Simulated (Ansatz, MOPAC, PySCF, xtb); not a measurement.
AlH3O2 (SMILES [OH][AlH][OH]) and H2O (SMILES O) are pulled apart as rigid monomers along the line of their centres of mass, from the B3LYP-D3(BJ)/def2-TZVP minimum. Starting geometry (charge 0, multiplicity 1):
```xyz
9

O     -0.05098     0.60305     1.52220
Al    -0.03541    -0.51320     0.25434
O     -0.06332     0.06476    -1.34272
H     -0.03829     0.38352     2.46482
H      0.00454    -2.06806     0.44492
H     -0.08781     0.99953    -1.55344
O     -0.01867     0.10952     4.34011
H      0.75051     0.51458     4.75544
H     -0.78630     0.50547     4.76686
```

Interaction energies with rigid monomers; basis-set methods are counterpoise corrected unless marked otherwise.

The state that PM6 reach isn't checked.

Run with Ansatz (Gaussian orbitals); MOPAC for PM6 (differences of heats of formation); PySCF for the dispersion terms; xtb for the GFN methods. 

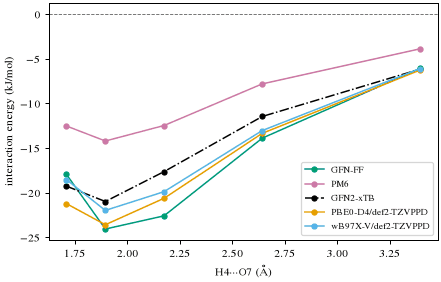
Figure: Interaction energy against separation

Q: Which level binds most strongly at H4···O7 = 1.90, and by how much?

A: GFN-FF, -24 kJ/mol.

Ansatz is a first-principles code.
